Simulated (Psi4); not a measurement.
# A workflow on BH3S (SMILES BS)

Wanted: a geometry optimisation (MP2/def2-SVP), then the harmonic vibrations, then a single-point energy (CCSD(T)/def2-TZVP) of BH3S. 

The results are computed with Psi4 1.11.

## Step 1: Starting point

BH3S: 5 atoms, total charge 0, spin state singlet. As SMILES, `BS`. The start is not the relaxed shape. The run starts from this shape.

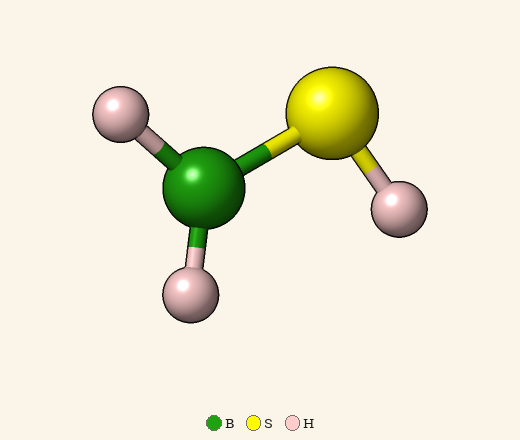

Viewed from a chosen angle; boron green, sulfur yellow, hydrogen pink.

## Step 2: A structure relaxation at MP2/def2-SVP (density fitting, density fitting for correlation) (run 1)

Input file bh3s.in:

```
memory 1600 mb

molecule molecule1 {
  B
  S 1 1.699635
  H 1 1.258216 2 114.21385
  H 1 1.132575 3 120.20682 2 178.52097
  H 2 1.247718 1 97.85329 4 -5.93609
  units angstrom
}

set globals {
  basis           def2-SVP
  reference       rhf
  geom_maxiter    60
  num_frozen_docc 6
}

e_tot, wfn = optimize("mp2", return_wfn=True)
print_variables()
```

Run with:

```sh
psi4 -n 1 bh3s.in bh3s.out
```

bh3s.out:

```text
Psi4 1.11 release

gradient() will perform analytic gradient computation.
    SCF Algorithm Type (re)set to DF.

   => Loading Basis Set <=

    Name: DEF2-SVP
    Role: ORBITAL
    Keyword: BASIS

         ---------------------------------------------------------
                                   SCF
                              RHF Reference
                        1 Threads,   1525 MiB Core
         ---------------------------------------------------------

  ==> Geometry <==

    Molecular point group: c1
    Full point group: C1

    Geometry (in Angstrom), charge = 0, multiplicity = 1:

[... 142 lines left out ...]
    One-Electron Energy =                -672.7221258483466499
[... 339 lines left out ...]
  Energy and wave function converged.
[... 247 lines left out ...]
   @DF-RHF iter  11:  -423.82920683378160   -3.97904e-13   8.36032e-10 DIIS
[... 248 lines left out ...]
   @DF-RHF iter   8:  -423.82997559353998   -2.00316e-10   6.05493e-08 DIIS
[... 247 lines left out ...]
   @DF-RHF iter   5:  -423.83003104580376   -7.32888e-09   2.26950e-07 DIIS
[... 247 lines left out ...]
   @DF-RHF iter   4:  -423.83003257979010   -3.39173e-09   1.94390e-07 DIIS
[... 240 lines left out ...]
  "SCS-MP2 TOTAL ENERGY"                 =>    -424.057040369844
[... 2 lines left out ...]
  Array Variable Map:
  ----------------------------------------------------------------------------
  "CURRENT DIPOLE"                       =>      -0.000138322665 ... -0.038895877744 1 by 3
  "CURRENT GRADIENT"                     =>      -0.000019111876 ... -0.000012459354 5 by 3
  "MP2 TOTAL GRADIENT"                   =>      -0.000019111876 ... -0.000012459354 5 by 3
  "SCF DIPOLE"                           =>      -0.000138322665 ... -0.038895877744 1 by 3
  "SCF TOTAL ENERGIES"                   =>    -423.830225154167 ... -423.830032580023 1 by 11

    Psi4 run time: 0:00:03.60

[set-up sections that repeat, and orbital energies of the middle runs, are left out above]
```

Standard output:

```text
Optimizer: Optimization complete!
```

It took 4.8 s on 1 thread of Intel Xeon 6975P-C (Granite Rapids), shared host; peak memory 0.22 GiB.

The path in brief:

| step | energy from the first frame kept (eV) | largest force (eV/Å) |
| --- | --- | --- |
| 0 | 0.0000 | 3.4677 |
| 1 | -0.3306 | 0.5349 |
| 2 | -0.3210 | 0.5980 |
| 3 | -0.3405 | 0.0625 |
| 4 | -0.3410 | 0.0214 |
| 5 | -0.3410 | 0.0038 |

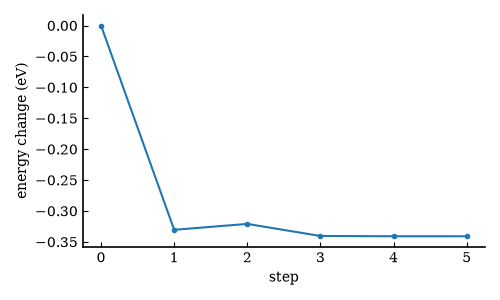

Energy along the run.

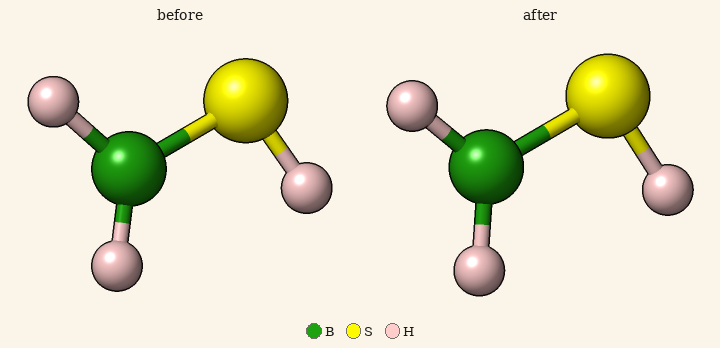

Before and after, at one scale.

After the run. Bond lengths: B1–S2 1.770 Å, B1–H3 1.200 Å, B1–H4 1.199 Å, S2–H5 1.341 Å. Angles: B1–S2–H5 98.3°, S2–B1–H3 116.2°, S2–B1–H4 121.4°, H3–B1–H4 122.4°.

## Step 3: The harmonic vibrations at MP2/def2-SVP (density fitting, density fitting for correlation) (run 2)

Input file job.inp:

```
memory 1.6 GB

molecule {
  0 1
  B     -0.336726    -0.427363     0.071144
  S      0.195958     1.243229    -0.170829
  H     -1.505313    -0.584743     0.292008
  H      0.435236    -1.343644     0.015108
  H      1.498860     1.002969    -0.380038
  symmetry c1
}

set {
  basis def2-SVP
  t 298.15
  num_frozen_docc 6
  rotational_symmetry_number 1
}

frequencies("mp2")
print_variables()
```

Run with:

```sh
psi4 job.inp job.out -n 1
```

job.out:

```text
Psi4 1.11 release

         ----------------------------------------------------------
                                   FINDIF
         ----------------------------------------------------------

[... 665 lines left out ...]
    Final Occupation by Irrep:
[... 792 lines left out ...]
   @DF-RHF iter   8:  -423.83003531575906   -2.30601e-08   5.72528e-07 DIIS
[... 795 lines left out ...]
   @DF-RHF iter SAD:  -423.27898483237857   -4.23279e+02   0.00000e+00
[... 711 lines left out ...]
	 Opposite-Spin Energy      =      -0.1762975768225986 [Eh]
[... 742 lines left out ...]
 Dipole Y            :          1.6625081           -1.8249530           -0.1624450
[... 770 lines left out ...]
  Energy and wave function converged.
[... 921 lines left out ...]
  "SCS-MP2 TOTAL ENERGY"                 =>    -424.057040366464
[... 6 lines left out ...]
  Array Variable Map:
  ----------------------------------------------------------------------------
  "CURRENT DIPOLE"                       =>       0.357939595578 ... -0.048895821827 1 by 3
  "CURRENT DIPOLE GRADIENT"              =>       0.604554530426 ... 0.130819703823 15 by 3
  "CURRENT GRADIENT"                     =>      -0.000067251725 ... 0.000011099204 5 by 3
  "CURRENT HESSIAN"                      =>       0.438246346034 ... 0.016673929705 15 by 15
  "MP2 DIPOLE GRADIENT"                  =>       0.604554530426 ... 0.130819703823 15 by 3
  "MP2 TOTAL GRADIENT"                   =>      -0.000067251725 ... 0.000011099204 5 by 3
  "MP2 TOTAL HESSIAN"                    =>       0.438246346034 ... 0.016673929705 15 by 15
  "SCF DIPOLE"                           =>       0.357939595578 ... -0.048895821827 1 by 3
  "SCF TOTAL ENERGIES"                   =>    -423.279629118911 ... -423.830032579861 1 by 15

    Psi4 run time: 0:00:15.32

[set-up sections that repeat, and orbital energies of the middle runs, are left out above]
```

It took 16 s on 1 thread of Intel Xeon 6975P-C (Granite Rapids), shared host; peak memory 0.21 GiB.

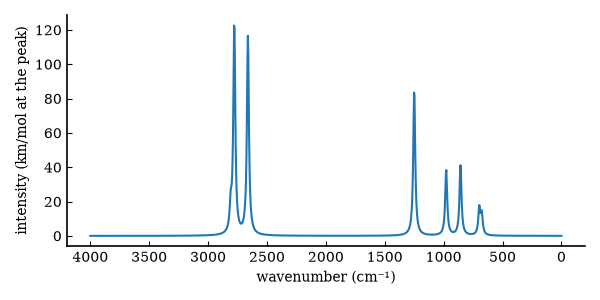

Harmonic infrared spectrum, unscaled, lines broadened by 10 cm⁻¹.

## Step 4: A single-point energy at CCSD(T)/def2-TZVP (run 3)

Input file calc.py:

```python
import psi4

psi4.set_memory('1600 MB')
psi4.set_num_threads(1)
psi4.core.set_output_file('bh3s.out', False)

mol = psi4.geometry("""
0 1
B     -0.63631992    -0.80759903     0.13444268
S      0.37030695     2.34936232    -0.32282002
H     -2.84462930    -1.10500412     0.55181515
H      0.82247684    -2.53911917     0.02854998
H      2.83243490     1.89533672    -0.71816774
units bohr
""")

psi4.set_options({
    'basis': 'def2-TZVP',
    'reference': 'rhf',
    'scf_type': 'pk',
    'num_frozen_docc': 6,
})

result = psi4.energy('ccsd(t)')
print(f'total energy {result:.8f} hartree = {result * 27.211386:.5f} eV')
for k, v in sorted(psi4.core.scalar_variables().items()):
    print(f'{k:45s} {v:18.10f}')
```

Run with:

```sh
python calc.py
```

bh3s.out:

```text
=> Loading Basis Set <=

    Name: DEF2-TZVP
    Role: ORBITAL
    Keyword: BASIS

         ---------------------------------------------------------
                                   SCF
                              RHF Reference
                        1 Threads,   1525 MiB Core
         ---------------------------------------------------------

  ==> Geometry <==

    Molecular point group: c1
    Full point group: C1

    Geometry (in Bohr), charge = 0, multiplicity = 1:

[... 85 lines left out ...]
                        Total Energy        Delta E     RMS |[F,P]|
[... 7 lines left out ...]
   @RHF iter   6:  -423.99511241924182   -1.07060e-05   9.48427e-06 DIIS
[... 27 lines left out ...]
    Final Occupation by Irrep:
[... 28 lines left out ...]
 Dipole Y            :          1.6738990           -1.8249530           -0.1510540
[... 97 lines left out ...]
	Two-electron energy          =     21.37746516394502
[... 81 lines left out ...]
    Singles MP2 correlation energy            =   -0.000000000000000
[... 7 lines left out ...]
      * CCSD total energy                     = -424.305648669798870
[... 1 line left out ...]
            **************************
            *                        *
            *        CCTRIPLES       *
            *                        *
            **************************

    Wave function   =    CCSD_T
    Reference wfn   =      RHF

    Nuclear Rep. energy (wfn)                =   42.948876207922567
    SCF energy          (wfn)                = -423.995113818476398
    Reference energy    (file100)            = -423.995113818475829
    CCSD energy         (file100)            =   -0.310534851323036
    Total CCSD energy   (file100)            = -424.305648669798870

    Number of ijk index combinations:               56
    Approx. words needed per explicit thread:         1620896
    Number of threads for explicit ijk threading:    1

    MKL num_threads set to 1 for explicit threading.

    (T) energy                                =   -0.012687989886441
      * CCSD(T) total energy                  = -424.318336659685315
```

Standard output:

```text
total energy -424.31833666 hartree = -11546.29005 eV
(T) CORRECTION ENERGY                              -0.0126879899
CC D1 DIAGNOSTIC                                    0.0432634498
CC D2 DIAGNOSTIC                                    0.1652016154
CC NEW D1 DIAGNOSTIC                                0.0432634498
CC T1 DIAGNOSTIC                                    0.0151420687
CCSD CORRELATION ENERGY                            -0.3105348513
CCSD DOUBLES ENERGY                                -0.3105348513
CCSD ITERATIONS                                    13.0000000000
CCSD OPPOSITE-SPIN CORRELATION ENERGY              -0.2551152703
CCSD SAME-SPIN CORRELATION ENERGY                  -0.0554195810
CCSD SINGLES ENERGY                                 0.0000000000
CCSD TOTAL ENERGY                                -424.3056486698
CCSD(T) CORRELATION ENERGY                         -0.3232228412
CCSD(T) TOTAL ENERGY                             -424.3183366597
CURRENT CORRELATION ENERGY                         -0.3232228412
CURRENT ENERGY                                   -424.3183366597
CURRENT REFERENCE ENERGY                         -423.9951138185
DD SOLVATION ENERGY                                 0.0000000000
HF KINETIC ENERGY                                 423.9847700402
HF POTENTIAL ENERGY                              -847.9798838586
HF TOTAL ENERGY                                  -423.9951138185
HF VIRIAL RATIO                                     2.0000243966
MP2 CORRELATION ENERGY                             -0.2750084224
MP2 DOUBLES ENERGY                                 -0.2750084224
MP2 OPPOSITE-SPIN CORRELATION ENERGY               -0.2185458417
MP2 SAME-SPIN CORRELATION ENERGY                   -0.0564625807
MP2 SINGLES ENERGY                                 -0.0000000000
MP2 TOTAL ENERGY                                 -424.2701222409
NUCLEAR REPULSION ENERGY                           42.9488762079
ONE-ELECTRON ENERGY                              -669.6533582935
PCM POLARIZATION ENERGY                             0.0000000000
PE ENERGY                                           0.0000000000
SCF ITERATION ENERGY                             -423.9951138185
SCF ITERATIONS                                     11.0000000000
SCF TOTAL ENERGY                                 -423.9951138185
TWO-ELECTRON ENERGY                               202.7093682671
```

Wall time 9.9 s (1 thread of Intel Xeon 6975P-C (Granite Rapids), shared host); peak memory 0.67 GiB.

## Step 5: Summary of results

| quantity | value |
| --- | --- |
| run 1, MP2/def2-SVP: total energy at the end | -424.05274 Eh |
| run 1, MP2/def2-SVP: correlation energy (6 core orbitals frozen) | -222.7 mEh |
| run 2, MP2/def2-SVP: lowest harmonic wavenumber | 677 cm⁻¹ |
| run 2, MP2/def2-SVP: highest harmonic wavenumber | 2808 cm⁻¹ |
| run 2, MP2/def2-SVP: zero-point energy | 81.9 kJ/mol |
| run 2, MP2/def2-SVP: ideal-gas entropy at 298.15 K (symmetry number 1 as used) | 58.5 cal/(mol K) |
| run 3, CCSD(T)/def2-TZVP: total energy | -424.31834 Eh |
| run 3, CCSD(T)/def2-TZVP: HOMO energy (Hartree–Fock orbitals) | -11.02 eV |
| run 3, CCSD(T)/def2-TZVP: LUMO energy (Hartree–Fock orbitals) | 2.08 eV |
| run 3, CCSD(T)/def2-TZVP: HOMO–LUMO gap (Hartree–Fock orbitals) | 13.10 eV |
| run 3, CCSD(T)/def2-TZVP: correlation energy (6 core orbitals frozen) | -323.2 mEh |
| run 3, CCSD(T)/def2-TZVP: (T) correction | -12.69 mEh |
| run 3, CCSD(T)/def2-TZVP: T1 diagnostic | 0.015 |

The optimisation (run 1, MP2/def2-SVP) took 6 steps and changed the energy by -0.341 eV. All 9 modes are real, so the shape is a minimum at this level. The triples (run 3, CCSD(T)/def2-TZVP) make up 3.9 % of the correlation energy.
